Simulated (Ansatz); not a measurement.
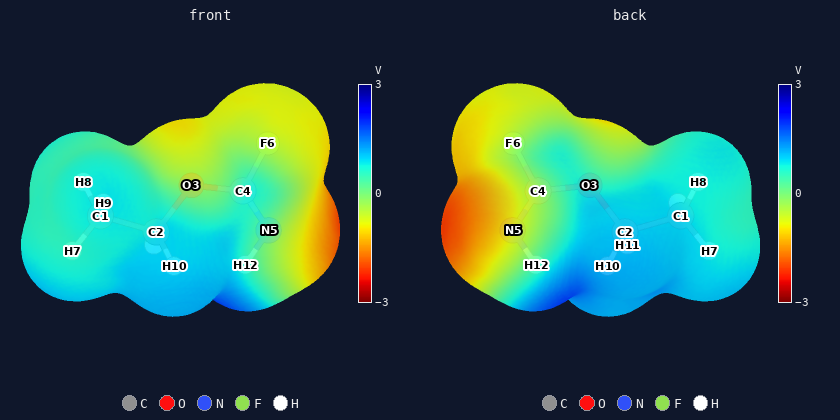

C3H6FNO (SMILES CCOC(=N)F). The electrostatic potential painted on the density surface at 0.002 e/bohr³, seen from the front and from behind; the colour scale runs from red (negative) to blue (positive).

The calculation used RKS B3LYP-D4/def2-SVP (Ansatz).

```xyz
12

C    -0.0404   -1.6392    1.0867
C     0.3477   -0.5825    0.0751
O    -0.5858    0.4937    0.1776
C    -0.4241    1.5377   -0.6412
N     0.4202    1.7887   -1.5359
F    -1.3864    2.4068   -0.3714
H     0.6626   -2.4847    1.0361
H    -1.0545   -2.0160    0.8861
H    -0.0189   -1.2275    2.1068
H     1.3665   -0.1991    0.2664
H     0.3261   -0.9858   -0.9538
H     1.1107    1.0498   -1.6550
```

Where is the surface potential most negative and most positive?

The most negative region (about −2.0 V, or −46 kcal/mol for a unit charge) lies over N5, the most positive (about +1.8 V, or +42 kcal/mol for a unit charge) over H12. N5 is the likeliest acceptor of a hydrogen bond.
